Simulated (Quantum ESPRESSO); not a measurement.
How far to go with the plane-wave cutoff: Pd (Fm-3m, 1 atom in the cell)

```yaml
crystal:
  lattice:
    - [0.00000, 1.95084, 1.95084]
    - [1.95084, 0.00000, 1.95084]
    - [1.95084, 1.95084, 0.00000]
  atoms:
    - { symbol: Pd, position: [0.00000, 0.00000, 0.00000] }
```

Method: PBE, SSSP 1.1.2 precision (PBE) pseudopotentials (plane waves; Quantum ESPRESSO 7.5).

Base settings: ecutwfc = 75 Ry; occupations = smearing; smearing = fd; degauss = 0.0073499 Ry; potentials = {Pd: Pd_ONCV_PBE-1.0.oncvpsp.upf}; K_POINTS = automatic 10 10 10 0 0 0; conv_thr = 1e-09 Ry; mixing_beta = 0.4.

The second cell is the first with its lattice scaled by 0.98.

The mesh stays at the base's, so the ladder's end is converged at best in this setting alone.

Only quantities that move along the ladder and can be compared are tabulated.

The count of work is k-points × plane waves × bands × iterations; it is no time. 

The starting cell has typed, rounded lattice constants, without a prior relaxation at this level. Its lattice was rescaled by up to half a per cent. Spin polarisation is off. In the base run, with a pressure of about 6 GPa the cell is away from its equilibrium volume at this level.

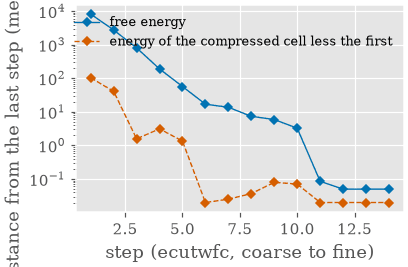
Distance from the last step along the ladder; very small values are drawn at a floor.

| ecutwfc | free energy less the last step's (meV/atom) | energy of the compressed cell less the first (meV/atom) | pressure (GPa) | count of work / last |
|---|---|---|---|---|
| 26 Ry | 8225.92 | -35.50 | -387.69 | 0.057 |
| 30 Ry | 2760.72 | 109.83 | -166.51 | 0.071 |
| 34 Ry | 809.69 | 70.35 | -61.05 | 0.084 |
| 38 Ry | 190.79 | 65.64 | -14.94 | 0.10 |
| 41 Ry | 57.18 | 67.42 | -0.96 | 0.13 |
| 45 Ry | 16.98 | 68.78 | 5.19 | 0.15 |
| 52 Ry | 13.79 | 68.75 | 5.74 | 0.18 |
| 68 Ry | 7.39 | 68.81 | 5.92 | 0.23 |
| 75 Ry | 5.93 | 68.85 | 5.79 | 0.27 |
| 82 Ry | 3.28 | 68.84 | 5.75 | 0.31 |
| 101 Ry | 0.09 | 68.77 | 5.94 | 0.43 |
| 112 Ry | 0.04 | 68.77 | 5.96 | 0.50 |
| 131 Ry | 0.01 | 68.77 | 5.96 | 0.64 |
| 150 Ry | 0.00 | 68.77 | 5.96 | 0.76 |
| 180 Ry | 0.00 | 68.77 | 5.96 | 1.0 |

Coarsest ecutwfc that holds the free energy within 0.5 meV/atom of the last step, with all finer ones: 101 Ry, at 0.43 of the last step's count of work; the step before is off by 3.3 meV/atom.

Coarsest ecutwfc that holds the energy of the compressed cell less the first within 2 meV/atom of the last step, with all finer ones: 41 Ry, at 0.13 of the last step's count of work; the step before is off by 3.1 meV/atom.

Coarsest ecutwfc that holds the pressure within 0.1 GPa of the last step, with all finer ones: 101 Ry, at 0.43 of the last step's count of work; the step before is off by 0.21 GPa.

The energy difference between the two cells stays within 1 meV/atom of the last step's from 45 Ry on, the total only from 101 Ry on: much of the error is common to both cells and cancels.

At the lowest cutoff the pressure lies 394 GPa under the last step's, the usual sign of Pulay stress in an incomplete plane-wave basis.
